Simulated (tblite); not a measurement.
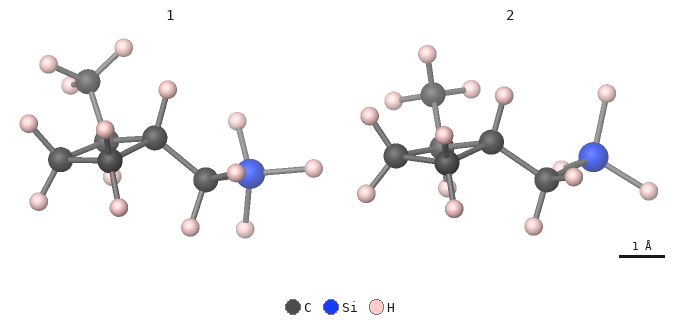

Two geometries of C6H14Si, drawn at one scale. One is the start of a relaxation, the other its converged end. A ball-and-stick model, seen from a free direction.

These are results of GFN2-xTB geometry optimisation, gas phase (tblite 0.8.0), not measurements. 

Which one is relaxed?

Answer. Structure 2 is the relaxed one. The energy falls by 82.0 kJ/mol in 193 geometry steps. The atom that moves furthest after the best rigid fit is an H atom (1.50 Å). By element the largest moves are H 1.50 Å, C 0.44 Å, Si 0.39 Å. Some distances before and after: C–C 1.490 → 1.535 Å, C–Si 1.858 → 1.902 Å, C–H 1.129 → 1.093 Å, H–Si 1.492 → 1.465 Å. Among the angles between lasting bonds that change: C–C–C 107.5° → 116.7°, C–C–C 110.5° → 116.9°, C–C–H 114.9° → 109.6°. Groups turn about C–Si by about 45°, C–C by about 45°. Cost: 1.1 s on 1 thread of Arm Neoverse V2 (shared host).
